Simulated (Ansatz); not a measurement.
# Run report: AlSiPH₈O, molecular dynamics (part 5 of 5)

Continued. System: AlSiPH₈O. Method: RHF/def2-SVP (Ansatz 0.2.0). It belongs to a series of runs on one base structure; here: dynamics from the highest image of the converged band.

Geometry of the input (Å):
```
Al -0.0380  0.3089  0.0783
O  -0.5845  0.2621  1.8687
Si -1.2151  -0.7287  3.0550
H  -2.2311  -1.6195  2.4574
H  -0.1410  -1.5419  3.6618
H  -1.8330  0.1280  4.0882
H  1.2907  -0.5201  -0.1342
H  -1.2761  0.2216  -0.8999
P  0.3809  2.6018  0.8852
H  -0.3746  3.7075  0.4839
H  1.6616  3.1230  1.0923
H  -0.2646  1.4693  1.9658
```

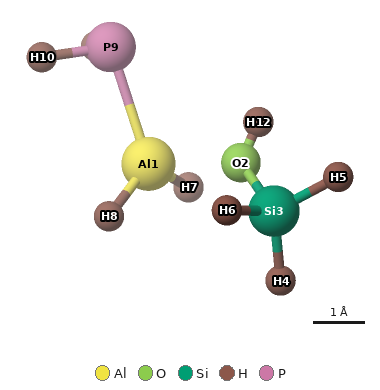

The geometry at step 175 of the log (ball-and-stick view, seen at a tilt; atoms are numbered from 1 in the order of the input).

Trajectory as extended XYZ, continued
```
12
Properties=species:S:1:pos:R:3:forces:R:3 step=149 time_fs=74.5 energy=-25872.79950 temperature=423.4
Al   -0.0306    0.6378    0.1088   -0.7651  -1.0772   0.4853
O    -0.3997   -0.1182    2.2269    1.5595   2.7300   2.2091
Si   -1.4537   -1.0382    3.2090    0.0435  -0.0851  -0.4294
H    -1.7103   -2.3170    2.5244   -0.0451   0.1519  -0.1039
H    -0.8361   -1.3125    4.5129    0.3165   0.0737   0.0735
H    -2.6685   -0.2585    3.4683   -0.1904   0.0501  -0.1186
H     1.0485   -0.5042   -0.0878    0.1152   0.1928  -0.3095
H    -1.5871    0.4061   -0.1744    0.1771   0.0486  -0.3151
P     0.5348    2.8439    0.5355    0.5735   0.5419   0.4118
H    -0.4139    3.6102   -0.1690    0.0878  -0.1220  -0.1561
H     1.7270    3.1495   -0.1872   -0.4749  -0.1764   0.0738
H     0.0594    0.6109    2.7799   -1.3974  -2.3283  -1.8210
12
Properties=species:S:1:pos:R:3:forces:R:3 step=152 time_fs=76.0 energy=-25872.78383 temperature=411.8
Al   -0.0340    0.6391    0.1136   -0.7090  -0.9507   0.5556
O    -0.3980   -0.1243    2.2375    1.8220   2.9481   2.2474
Si   -1.4588   -1.0472    3.2091    0.0831   0.0860  -0.2989
H    -1.6966   -2.3288    2.5211   -0.0506   0.1568  -0.0566
H    -0.8261   -1.3012    4.5209    0.1321   0.0804  -0.0744
H    -2.6883   -0.2622    3.4361   -0.0246  -0.0999  -0.0828
H     1.0421   -0.4977   -0.0823    0.1826   0.1370  -0.3246
H    -1.5819    0.3974   -0.1486    0.0342   0.0393  -0.3653
P     0.5406    2.8543    0.5281    0.5533   0.5899   0.2282
H    -0.3901    3.6243   -0.1998   -0.0100  -0.1913  -0.0635
H     1.7056    3.1423   -0.2430   -0.3561  -0.2273   0.1532
H     0.0862    0.6020    2.7897   -1.6570  -2.5682  -1.9184
12
Properties=species:S:1:pos:R:3:forces:R:3 step=156 time_fs=78.0 energy=-25872.94728 temperature=533.8
Al   -0.0395    0.6397    0.1206   -0.5798  -0.7325   0.5776
O    -0.3924   -0.1269    2.2558   -0.4353  -0.3317  -0.3373
Si   -1.4656   -1.0590    3.2090    0.1430   0.3281  -0.1720
H    -1.6800   -2.3395    2.5148   -0.0479   0.1186  -0.0196
H    -0.8091   -1.2835    4.5284   -0.1064   0.0760  -0.2562
H    -2.7148   -0.2708    3.3907    0.1883  -0.2665  -0.0229
H     1.0397   -0.4845   -0.0858    0.2338   0.0703  -0.3134
H    -1.5745    0.3870   -0.1264   -0.1520   0.0077  -0.3961
P     0.5489    2.8689    0.5185    0.3560   0.5634   0.1208
H    -0.3592    3.6365   -0.2427   -0.1649  -0.2517   0.0489
H     1.6662    3.1252   -0.3125   -0.0162  -0.2533   0.1265
H     0.0740    0.5153    2.7472    0.5816   0.6717   0.6437
12
Properties=species:S:1:pos:R:3:forces:R:3 step=159 time_fs=79.5 energy=-25872.77221 temperature=404.7
Al   -0.0441    0.6393    0.1265   -0.4892  -0.5937   0.5854
O    -0.3887   -0.1290    2.2694   -2.8326  -3.3017  -2.7655
Si   -1.4706   -1.0676    3.2088    0.2362   0.5028  -0.1679
H    -1.6688   -2.3445    2.5095   -0.0451   0.0494  -0.0094
H    -0.7984   -1.2683    4.5282   -0.2331   0.0427  -0.2872
H    -2.7306   -0.2836    3.3559    0.2509  -0.3147   0.0398
H     1.0437   -0.4727   -0.0963    0.2266   0.0522  -0.2847
H    -1.5722    0.3795   -0.1197   -0.2313  -0.0145  -0.3930
P     0.5554    2.8802    0.5114    0.1854   0.4903   0.0968
H    -0.3398    3.6395   -0.2738   -0.2782  -0.2645   0.1206
H     1.6355    3.1061   -0.3614    0.2524  -0.2577   0.0605
H     0.0749    0.4599    2.7259    2.9579   3.6093   3.0046
12
Properties=species:S:1:pos:R:3:forces:R:3 step=162 time_fs=81.0 energy=-25872.94911 temperature=535.3
Al   -0.0492    0.6386    0.1328   -0.4437  -0.5227   0.6154
O    -0.3882   -0.1347    2.2797   -0.5232  -0.3484  -0.7601
Si   -1.4754   -1.0758    3.2084    0.3589   0.6183  -0.2404
H    -1.6585   -2.3485    2.5040   -0.0470  -0.0438  -0.0003
H    -0.7927   -1.2522    4.5220   -0.2982  -0.0218  -0.1888
H    -2.7411   -0.3030    3.3220    0.1917  -0.2820   0.1181
H     1.0525   -0.4597   -0.1129    0.1795   0.0720  -0.2441
H    -1.5748    0.3717   -0.1214   -0.2254  -0.0209  -0.3726
P     0.5621    2.8920    0.5043    0.0950   0.3927   0.0374
H    -0.3264    3.6369   -0.3024   -0.3633  -0.2529   0.1824
H     1.6100    3.0814   -0.4089    0.4098  -0.2617   0.0392
H     0.1302    0.4704    2.7601    0.6661   0.6713   0.8138
12
Properties=species:S:1:pos:R:3:forces:R:3 step=165 time_fs=82.5 energy=-25872.86447 temperature=473.2
Al   -0.0546    0.6374    0.1396   -0.4296  -0.4879   0.6349
O    -0.3884   -0.1410    2.2890    2.0138   2.4292   1.2070
Si   -1.4799   -1.0835    3.2078    0.4892   0.6331  -0.3963
H    -1.6493   -2.3533    2.4985   -0.0407  -0.1173   0.0163
H    -0.7933   -1.2367    4.5118   -0.2982  -0.0982   0.0082
H    -2.7477   -0.3284    3.2907    0.0383  -0.1798   0.1892
H     1.0651   -0.4451   -0.1348    0.0956   0.1155  -0.1886
H    -1.5821    0.3635   -0.1311   -0.1360  -0.0140  -0.3264
P     0.5688    2.9040    0.4973    0.1185   0.2787  -0.1055
H    -0.3207    3.6288   -0.3271   -0.4014  -0.2285   0.2282
H     1.5931    3.0510   -0.4554    0.3973  -0.2642   0.1143
H     0.2004    0.4969    2.8128   -1.8469  -2.0665  -1.3814
12
Properties=species:S:1:pos:R:3:forces:R:3 step=168 time_fs=84.0 energy=-25872.80972 temperature=432.1
Al   -0.0603    0.6358    0.1470   -0.4199  -0.4402   0.6013
O    -0.3861   -0.1443    2.2997    2.4995   2.8107   1.4349
Si   -1.4840   -1.0908    3.2069    0.5962   0.5477  -0.6216
H    -1.6409   -2.3607    2.4933   -0.0162  -0.1338   0.0465
H    -0.8002   -1.2232    4.5019   -0.2481  -0.1606   0.2326
H    -2.7535   -0.3576    3.2634   -0.1398  -0.0448   0.2315
H     1.0797   -0.4280   -0.1607   -0.0101   0.1589  -0.1170
H    -1.5923    0.3550   -0.1478    0.0055  -0.0021  -0.2502
P     0.5757    2.9161    0.4902    0.2126   0.1410  -0.3091
H    -0.3236    3.6158   -0.3469   -0.3849  -0.2021   0.2526
H     1.5845    3.0150   -0.4993    0.2462  -0.2481   0.2677
H     0.2341    0.4828    2.8386   -2.3410  -2.4266  -1.7691
12
Properties=species:S:1:pos:R:3:forces:R:3 step=171 time_fs=85.5 energy=-25872.98410 temperature=563.3
Al   -0.0664    0.6338    0.1548   -0.3930  -0.3490   0.5163
O    -0.3806   -0.1440    2.3122    0.9449   1.2309   0.1145
Si   -1.4876   -1.0976    3.2055    0.6454   0.4117  -0.8388
H    -1.6328   -2.3708    2.4892    0.0232  -0.0916   0.0874
H    -0.8125   -1.2131    4.4969   -0.1864  -0.1925   0.3947
H    -2.7622   -0.3878    3.2410   -0.2564   0.0719   0.2375
H     1.0941   -0.4076   -0.1890   -0.1136   0.1806  -0.0353
H    -1.6023    0.3464   -0.1698    0.1528   0.0078  -0.1515
P     0.5826    2.9284    0.4828    0.2926  -0.0318  -0.4975
H    -0.3347    3.5984   -0.3613   -0.3185  -0.1768   0.2546
H     1.5812    2.9738   -0.5374    0.0466  -0.1967   0.4244
H     0.2204    0.4193    2.8289   -0.8376  -0.8645  -0.5062
12
Properties=species:S:1:pos:R:3:forces:R:3 step=175 time_fs=87.5 energy=-25872.84167 temperature=458.2
Al   -0.0750    0.6308    0.1658   -0.3133  -0.1557   0.4078
O    -0.3725   -0.1419    2.3282   -3.4795  -2.4714  -3.4868
Si   -1.4918   -1.1062    3.2027    0.5837   0.2669  -0.9225
H    -1.6211   -2.3870    2.4868    0.0753  -0.0033   0.1359
H    -0.8350   -1.2061    4.5033   -0.1581  -0.1895   0.3968
H    -2.7821   -0.4255    3.2189   -0.2170   0.1321   0.2043
H     1.1092   -0.3743   -0.2278   -0.2055   0.1570   0.0678
H    -1.6102    0.3352   -0.2038    0.2854   0.0125  -0.0136
P     0.5923    2.9447    0.4725    0.2645  -0.3153  -0.5982
H    -0.3597    3.5695   -0.3721   -0.1768  -0.1371   0.2262
H     1.5778    2.9125   -0.5738   -0.1481  -0.0745   0.5072
H     0.1929    0.3216    2.8145    3.4894   2.7784   3.0750
12
Properties=species:S:1:pos:R:3:forces:R:3 step=178 time_fs=89.0 energy=-25873.00785 temperature=580.8
Al   -0.0817    0.6284    0.1745   -0.2326   0.0080   0.3938
O    -0.3706   -0.1433    2.3357   -1.1834  -0.5132  -1.4834
Si   -1.4943   -1.1124    3.1997    0.4516   0.2240  -0.7598
H    -1.6106   -2.3995    2.4883    0.0938   0.0320   0.1526
H    -0.8559   -1.2055    4.5180   -0.1963  -0.1726   0.2425
H    -2.8025   -0.4507    3.2076   -0.0606   0.1032   0.1702
H     1.1157   -0.3454   -0.2554   -0.2163   0.1013   0.1243
H    -1.6093    0.3272   -0.2300    0.3037   0.0126   0.0671
P     0.5997    2.9567    0.4643    0.1173  -0.5414  -0.5121
H    -0.3832    3.5443   -0.3745   -0.0546  -0.0976   0.1844
H     1.5720    2.8645   -0.5887   -0.1827   0.0335   0.4255
H     0.2402    0.3021    2.8645    1.1601   0.8102   0.9949
12
Properties=species:S:1:pos:R:3:forces:R:3 step=181 time_fs=90.5 energy=-25872.93492 temperature=527.2
Al   -0.0887    0.6259    0.1835   -0.1215   0.1909   0.4221
O    -0.3704   -0.1454    2.3412    1.8999   1.5570   1.1892
Si   -1.4965   -1.1185    3.1962    0.3065   0.2333  -0.4769
H    -1.5981   -2.4113    2.4930    0.0991   0.0333   0.1395
H    -0.8812   -1.2087    4.5377   -0.2469  -0.1462   0.0178
H    -2.8241   -0.4737    3.1999    0.1370   0.0512   0.1257
H     1.1175   -0.3144   -0.2803   -0.1801   0.0177   0.1607
H    -1.6020    0.3194   -0.2547    0.2451   0.0052   0.1242
P     0.6072    2.9684    0.4557   -0.1153  -0.7479  -0.2886
H    -0.4079    3.5169   -0.3729    0.0590  -0.0500   0.1223
H     1.5624    2.8171   -0.5947   -0.1224   0.1253   0.2268
H     0.3122    0.3007    2.9355   -1.9605  -1.2698  -1.7628
12
Properties=species:S:1:pos:R:3:forces:R:3 step=184 time_fs=92.0 energy=-25872.81510 temperature=436.3
Al   -0.0957    0.6237    0.1928    0.0285   0.4005   0.4517
O    -0.3678   -0.1456    2.3481    2.5391   1.7687   1.8514
Si   -1.4985   -1.1243    3.1923    0.1789   0.2535  -0.1922
H    -1.5834   -2.4225    2.5007    0.1007   0.0159   0.0949
H    -0.9116   -1.2150    4.5579   -0.2573  -0.1048  -0.1985
H    -2.8428   -0.4955    3.1949    0.3031   0.0184   0.0628
H     1.1156   -0.2830   -0.3018   -0.1128  -0.0845   0.1828
H    -1.5895    0.3117   -0.2769    0.1217  -0.0130   0.1636
P     0.6146    2.9795    0.4470   -0.3772  -0.9165   0.0191
H    -0.4313    3.4885   -0.3687    0.1475   0.0028   0.0411
H     1.5503    2.7724   -0.5958   -0.0096   0.1828  -0.0344
H     0.3460    0.2750    2.9721   -2.6625  -1.5237  -2.4423
12
Properties=species:S:1:pos:R:3:forces:R:3 step=187 time_fs=93.5 energy=-25872.92983 temperature=521.7
Al   -0.1027    0.6217    0.2025    0.2079   0.6201   0.4644
O    -0.3620   -0.1435    2.3573    0.9728   0.7083   0.7033
Si   -1.5003   -1.1300    3.1882    0.0844   0.2441   0.0084
H    -1.5666   -2.4333    2.5104    0.1011  -0.0056   0.0293
H    -0.9475   -1.2236    4.5739   -0.2007  -0.0527  -0.3358
H    -2.8552   -0.5169    3.1912    0.3782   0.0293  -0.0169
H     1.1112   -0.2535   -0.3194   -0.0348  -0.1890   0.1976
H    -1.5745    0.3036   -0.2955   -0.0385  -0.0387   0.1902
P     0.6218    2.9899    0.4382   -0.5882  -1.0505   0.3099
H    -0.4517    3.4602   -0.3637    0.2021   0.0576  -0.0494
H     1.5380    2.7316   -0.5976    0.0842   0.2112  -0.2650
H     0.3258    0.2184    2.9589   -1.1684  -0.5341  -1.2359
12
Properties=species:S:1:pos:R:3:forces:R:3 step=190 time_fs=95.0 energy=-25872.81293 temperature=432.4
Al   -0.1095    0.6203    0.2126    0.3937   0.8136   0.4669
O    -0.3552   -0.1405    2.3672   -3.0760  -1.3253  -2.5538
Si   -1.5021   -1.1355    3.1842    0.0512   0.1926   0.0897
H    -1.5476   -2.4442    2.5207    0.0971  -0.0205  -0.0404
H    -0.9877   -1.2333    4.5829   -0.0841  -0.0029  -0.3505
H    -2.8596   -0.5376    3.1872    0.3316   0.0868  -0.1046
H     1.1060   -0.2280   -0.3327    0.0318  -0.2765   0.2113
H    -1.5603    0.2948   -0.3100   -0.1954  -0.0623   0.2097
P     0.6285    2.9996    0.4297   -0.6801  -1.1727   0.4758
H    -0.4677    3.4331   -0.3597    0.2229   0.1115  -0.1333
H     1.5273    2.6953   -0.6050    0.0935   0.2367  -0.3725
H     0.2850    0.1521    2.9231    2.8138   1.4191   2.1018
12
Properties=species:S:1:pos:R:3:forces:R:3 step=194 time_fs=97.0 energy=-25872.80110 temperature=421.5
Al   -0.1181    0.6194    0.2266    0.5784   0.9448   0.4855
O    -0.3523   -0.1392    2.3753   -2.2239  -0.8404  -1.6761
Si   -1.5044   -1.1426    3.1788    0.1347   0.0726   0.0228
H    -1.5191   -2.4595    2.5329    0.0715  -0.0246  -0.1032
H    -1.0434   -1.2462    4.5838    0.1065   0.0322  -0.1655
H    -2.8552   -0.5619    3.1780    0.0956   0.2011  -0.2067
H     1.1003   -0.2034   -0.3434    0.0764  -0.3379   0.2338
H    -1.5482    0.2810   -0.3223   -0.3234  -0.0657   0.2300
P     0.6368    3.0113    0.4188   -0.6115  -1.3436   0.4275
H    -0.4817    3.4009   -0.3590    0.2122   0.1757  -0.2035
H     1.5157    2.6551   -0.6268   -0.0357   0.3032  -0.2782
H     0.3211    0.1077    2.9419    1.9192   0.8826   1.2335
12
Properties=species:S:1:pos:R:3:forces:R:3 step=197 time_fs=98.5 energy=-25872.73630 temperature=373.3
Al   -0.1241    0.6196    0.2375    0.6463   0.9398   0.4814
O    -0.3540   -0.1397    2.3785    1.5066   0.4535   1.3048
Si   -1.5060   -1.1478    3.1749    0.2575  -0.0311  -0.1060
H    -1.4959   -2.4715    2.5397    0.0397   0.0010  -0.1191
H    -1.0829   -1.2552    4.5800    0.2335   0.0408   0.0498
H    -2.8490   -0.5753    3.1661   -0.1168   0.2740  -0.2664
H     1.0979   -0.1932   -0.3455    0.0637  -0.3377   0.2593
H    -1.5469    0.2689   -0.3258   -0.3233  -0.0406   0.2563
P     0.6425    3.0190    0.4110   -0.5072  -1.4665   0.2502
H    -0.4868    3.3810   -0.3634    0.1903   0.2146  -0.2110
H     1.5063    2.6324   -0.6503   -0.1623   0.3656  -0.1025
H     0.4010    0.0997    2.9915   -1.8279  -0.4135  -1.7967
12
Properties=species:S:1:pos:R:3:forces:R:3 step=200 time_fs=100.0 energy=-25872.59081 temperature=263.1
Al   -0.1295    0.6206    0.2489    0.6627   0.8849   0.4198
O    -0.3539   -0.1397    2.3832    2.5933   0.7051   2.0300
Si   -1.5074   -1.1531    3.1708    0.3340  -0.1151  -0.2220
H    -1.4718   -2.4835    2.5439    0.0053   0.0582  -0.1165
H    -1.1175   -1.2633    4.5772    0.3199   0.0539   0.2116
H    -2.8451   -0.5829    3.1486   -0.2352   0.2978  -0.3128
H     1.0967   -0.1903   -0.3420    0.0139  -0.3077   0.2937
H    -1.5524    0.2561   -0.3238   -0.2452   0.0019   0.3023
P     0.6479    3.0256    0.4033   -0.4510  -1.5590   0.0501
H    -0.4879    3.3658   -0.3723    0.1658   0.2451  -0.1792
H     1.4936    2.6175   -0.6760   -0.2336   0.4056   0.0647
H     0.4460    0.0845    3.0064   -2.9299  -0.6708  -2.5418
```

Results in brief

| quantity | value |
| --- | --- |
| outcome | finished |
| mean temperature over the second half | 484 K |
| trajectory | 200 steps, 100 fs |
| ensemble | nve |
| temperature in the input | 100.0 K |
| time step | 0.5 fs |
| potential energy (last step) | −25872.5908 eV |
| mean-field energy (last step) | −25872.5908 eV |
| largest force (length of the vector) (last step) | 3.936 eV/Å |
| wall time | 5.4 min (CPU time 10 min) |
| peak memory | 0.24 GiB |

Remarks

So short a trajectory is not equilibrated.
